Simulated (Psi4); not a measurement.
# CHClGaNO (SMILES O=C=[N][GaH][Cl]) at CCSD/6-31G(d) (spherical functions)

Aim: the energy change on altering one bond length of CHClGaNO at CCSD/6-31G* (spherical functions), from 2 runs. 

The results are computed with Psi4 1.11.

1 further run of the same task is left out (set aside as unsound or not needed).

### Step 1. The molecule

CHClGaNO: 6 atoms, total charge 0, spin state singlet. SMILES: `O=C=[N][GaH][Cl]`. The coordinates come from a PBE0-D4/def2-TZVP relaxation. This is one conformer, not always the lowest.

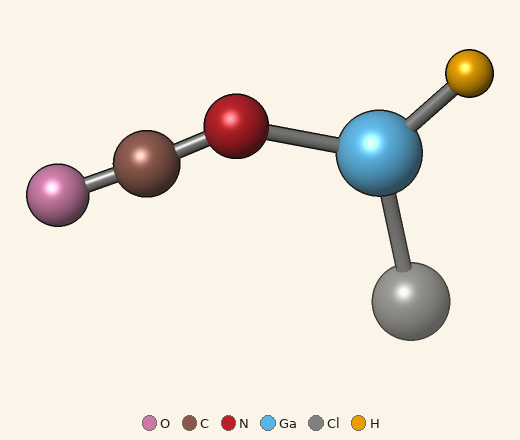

Viewed from a chosen angle; oxygen pink, carbon brown, nitrogen red, gallium blue, chlorine grey, hydrogen amber.

### Step 2. A single-point energy at CCSD/6-31G(d) (spherical functions)

Input file job.py:

```python
import psi4

psi4.set_memory(2200000000)
psi4.set_num_threads(1)
psi4.set_output_file('psi4.out', False)

geom = psi4.geometry("""
0 1
O     -0.700200    -2.626600    -0.696700
C     -0.691800    -1.486000    -0.467600
N     -0.756800    -0.304700    -0.247900
Ga     0.248500     1.124400     0.275700
Cl     2.297400     0.694600     0.677800
H     -0.354900     2.534400     0.412700
symmetry c1
""")

psi4.set_options(dict(puream=True, e_convergence=1e-09, d_convergence=1e-08, scf_type='pk', num_frozen_docc=17))

e_tot, wfn = psi4.energy('ccsd/6-31G*', molecule=geom, return_wfn=True)
print(f'ccsd/6-31G* energy: {e_tot:.10f} Eh')
```

Started as:

```bash
$ python job.py
```

psi4.out:

```text
[...]
  Running in c1 symmetry.
[...]
  Nuclear repulsion =  378.168382856798132
[...]
  Multiplicity = 1
[...]
  Nalpha       = 35
  Nbeta        = 35
[...]
    Number of basis functions: 94
[...]
   @RHF iter   1: -2548.80251261635567   -3.19563e+00   2.77676e-02 ADIIS/DIIS
[...]
   @RHF iter  13: -2550.30584825527512   -1.00044e-11   8.93876e-09 DIIS
[...]
    Orbital Energies [Eh]
    ---------------------
    Doubly Occupied:
       1A   -378.904807     2A   -104.814008     3A    -48.280746
       4A    -42.612960     5A    -42.609831     6A    -42.609056
       7A    -20.620950     8A    -15.589076     9A    -11.414310
      10A    -10.554437    11A     -8.022348    12A     -8.020240
      13A     -8.019982    14A     -6.493366    15A     -4.588255
      16A     -4.584098    17A     -4.582093    18A     -1.469663
      19A     -1.291093    20A     -1.280162    21A     -1.275937
      22A     -1.272374    23A     -1.272359    24A     -1.231120
      25A     -1.081537    26A     -0.760136    27A     -0.709495
      28A     -0.646646    29A     -0.645745    30A     -0.573598
      31A     -0.512216    32A     -0.479405    33A     -0.466633
      34A     -0.447776    35A     -0.444847
[...]
  @RHF Final Energy: -2550.30584825527512
   => Energetics <=
    Nuclear Repulsion Energy =            378.1683828567981323
    One-Electron Energy =               -4300.5858474619099070
    Two-Electron Energy =                1372.1116163498370497
    Total Energy =                      -2550.3058482552751229
[...]
 Multipole Moments:
 ------------------------------------------------------------------------------------
     Multipole            Electronic (a.u.)      Nuclear  (a.u.)        Total (a.u.)
 ------------------------------------------------------------------------------------
 L = 1.  Multiply by 2.5417464519 to convert [e a0] to [Debye]
 Dipole X            :          0.7634287           -1.0890855           -0.3256567
 Dipole Y            :          4.8969099           -3.8438148            1.0530952
 Dipole Z            :          1.1562715           -1.0242108            0.1320607
 Magnitude           :                                                    1.1101810
[...]
      * MP2 total energy                      = -2551.114580727897192
[...]
      * CCSD total energy                     = -2551.113803273143731
```

The script printed:

```text
ccsd/6-31G* energy: -2551.1138032731 Eh
```

It took 21 s on 1 thread of Intel Xeon 6975P-C (Granite Rapids), shared host; peak memory 0.61 GiB.

### Step 3. The distorted shape

Input file chclgano.xyz:

```xyz
6
CHClGaNO
O     -0.706920    -3.539041    -0.879972
C     -0.691800    -1.486000    -0.467600
N     -0.756800    -0.304700    -0.247900
Ga     0.248500     1.124400     0.275700
Cl     2.297400     0.694600     0.677800
H     -0.354900     2.534400     0.412700
```

Input file job.py:

```python
import psi4

psi4.set_memory('2200 MB')
psi4.set_num_threads(1)
psi4.core.set_output_file('output.dat', False)

with open('chclgano.xyz') as f:
    atoms = ''.join(f.readlines()[2:])
geom = psi4.geometry('0 1\n' + atoms + 'symmetry c1\nno_reorient\nno_com')

psi4.set_options({
    'basis': '6-31G*',
    'puream': True,
    'e_convergence': 1e-09,
    'd_convergence': 1e-08,
    'scf_type': 'pk',
    'num_frozen_docc': 17,
})

energy_value, wavefunction = psi4.energy('ccsd', return_wfn=True)
print('E =', round(energy_value, 9))
```

Started as:

```bash
$ python job.py
```

output.dat:

```text
[...]
  Running in c1 symmetry.
[...]
  Nuclear repulsion =  356.605662977807810
[...]
  Multiplicity = 1
[...]
  Nalpha       = 35
  Nbeta        = 35
[...]
    Number of basis functions: 94
[...]
   @RHF iter   1: -2548.15860125929657   -3.62187e+00   2.86887e-02 DIIS/ADIIS
[...]
   @RHF iter  19: -2550.07534803986937   -4.54747e-12   4.93196e-09 DIIS
[...]
    Orbital Energies [Eh]
    ---------------------
    Doubly Occupied:
       1A   -378.925941     2A   -104.825690     3A    -48.301857
       4A    -42.634049     5A    -42.630825     6A    -42.630275
       7A    -20.631556     8A    -15.622806     9A    -11.360972
      10A    -10.565935    11A     -8.033856    12A     -8.031692
      13A     -8.031409    14A     -6.514422    15A     -4.609195
      16A     -4.605044    17A     -4.603227    18A     -1.313916
      19A     -1.300213    20A     -1.296685    21A     -1.293403
      22A     -1.293363    23A     -1.252298    24A     -1.189072
      25A     -1.092473    26A     -0.779313    27A     -0.598780
      28A     -0.553532    29A     -0.537324    30A     -0.528296
      31A     -0.504522    32A     -0.496989    33A     -0.491214
      34A     -0.483977    35A     -0.473456
[...]
  @RHF Final Energy: -2550.07534803986937
   => Energetics <=
    Nuclear Repulsion Energy =            356.6056629778078104
    One-Electron Energy =               -4257.2868663828085118
    Two-Electron Energy =                1350.6058553651314469
    Total Energy =                      -2550.0753480398693682
[...]
 Multipole Moments:
 ------------------------------------------------------------------------------------
     Multipole            Electronic (a.u.)      Nuclear  (a.u.)        Total (a.u.)
 ------------------------------------------------------------------------------------
 L = 1.  Multiply by 2.5417464519 to convert [e a0] to [Debye]
 Dipole X            :        -59.3721680           59.1496372           -0.2225308
 Dipole Y            :        -16.8763254           18.5906948            1.7143694
 Dipole Z            :        -16.5328327           16.8210645            0.2882318
 Magnitude           :                                                    1.7526151
[...]
      * MP2 total energy                      = -2550.834825641345560
[...]
      * CCSD total energy                     = -2550.868752821301314
```

Standard output:

```text
E = -2550.868752821
```

Wall time 34 s (1 thread of Intel Xeon 6975P-C (Granite Rapids), shared host); peak memory 0.61 GiB.

### Step 4. Outcome

Level: CCSD/6-31G* (spherical functions), 17 core orbitals frozen.

| quantity | value |
| --- | --- |
| first shape: total energy | -2551.11380 Eh |
| first shape: HOMO energy (Hartree–Fock orbitals) | -12.10 eV |
| first shape: LUMO energy (Hartree–Fock orbitals) | 0.97 eV |
| first shape: HOMO–LUMO gap (Hartree–Fock orbitals) | 13.08 eV |
| first shape: correlation energy (17 core orbitals frozen) | -808.0 mEh |
| first shape: T1 diagnostic | 0.015 |
| distorted shape: total energy | -2550.86875 Eh |
| distorted shape: HOMO energy (Hartree–Fock orbitals) | -12.88 eV |
| distorted shape: LUMO energy (Hartree–Fock orbitals) | 0.50 eV |
| distorted shape: HOMO–LUMO gap (Hartree–Fock orbitals) | 13.38 eV |
| distorted shape: correlation energy (17 core orbitals frozen) | -793.4 mEh |
| distorted shape: T1 diagnostic | 0.025 |
| energy change with the O1–C2 bond stretched from 1.163 to 2.094 Å | 6.668 eV |

With the O1–C2 bond stretched from 1.163 to 2.094 Å the energy rises by 6.67 eV (643 kJ/mol). The first shape isn't relaxed at this level, so the change isn't measured from a minimum. A restricted reference can't describe the breaking bond well at this length. The T1 diagnostic (distorted shape) of 0.025 is above the customary mark for such species, so a single reference may not serve.
